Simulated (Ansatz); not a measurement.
## A van 't Hoff estimate for C2H9AlN2 ⇌ C2H6N + AlH(NH2)

Species: C2H9AlN2 `C[N](C)[AlH][NH2]`, singlet; C2H6N `C[N]C`, doublet; AlH(NH2), doublet. 

The electronic reaction energy at CCSD(T)/CBS estimate is +414.0 kJ/mol. Shapes: PBE0-D4/def2-TZVP. Flexible molecules stand in one conformer, not always the lowest. Programs: Ansatz 0.2.0. Enthalpy and entropy come from rigid-rotor, harmonic-oscillator sums on unscaled PBE0-D4/def2-TZVP wavenumbers, ideal gases at 1 bar. Symmetry numbers: C2H9AlN2 1, C2H6N 2, AlH(NH2) 1. R = 8.3145 J/(mol K).

| T (K) | ΔH (kJ/mol) | ΔS (J/(mol K)) |
| --- | --- | --- |
| 800 | +395.6 | +171.4 |
| 1100 | ? | ? |
| 1400 | +387.5 | +164.0 |

Problem. Work out ln K at 800 and 1400 K, and from these estimate it at 1100 K.

Solution. 
1. 800 K: ΔG = +395.6 − 800 × (+171.4)/1000 = +258.5 kJ/mol; ln K = −ΔG/RT = -38.86.
2. 1400 K: ΔG = +387.5 − 1400 × (+164.0)/1000 = +157.9 kJ/mol; ln K = −ΔG/RT = -13.56.
3. Slope against 1000/T: (-13.56 − (-38.86))/(0.7143 − 1.2500) = -47.23, that is −ΔH/R with ΔH near +393 kJ/mol.
4. 1100 K: ln K = -38.86 + (-47.23) × (0.9091 − 1.2500) = -22.76.

The full sums give ΔH = +391.7 kJ/mol, ΔS = +167.4 J/(mol K), ΔG = +207.6 kJ/mol and ln K = -22.70 at 1100 K, so the line is off by -0.06 in ln K; without rounding the miss is -0.06, from the change of ΔH with temperature. The reactants are favoured over this whole range. The number of molecules rises, which sets the sign of ΔS, and lower pressure favours the products. An error of 10 kJ/mol in the energy moves ln K by 1.1 at 1100 K. Soft modes are treated as harmonic, which can err either way at these temperatures; the lowest are those of C2H9AlN2 (79 cm⁻¹), C2H6N (84 cm⁻¹). Other conformers aren't counted. Open shells run unrestricted. The CBS estimate extrapolates MP2 from def2-TZVPP and def2-QZVPP and adds CCSD(T) − MP2 in the triple-zeta set, cores frozen.

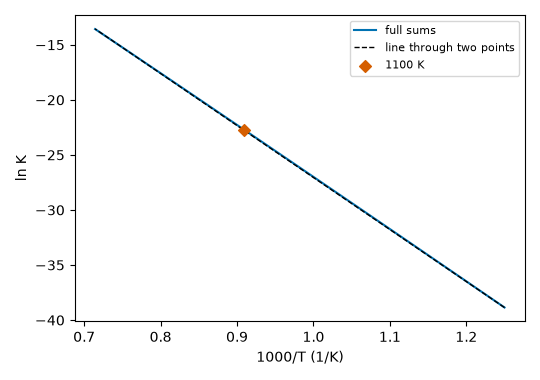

The van 't Hoff plot.
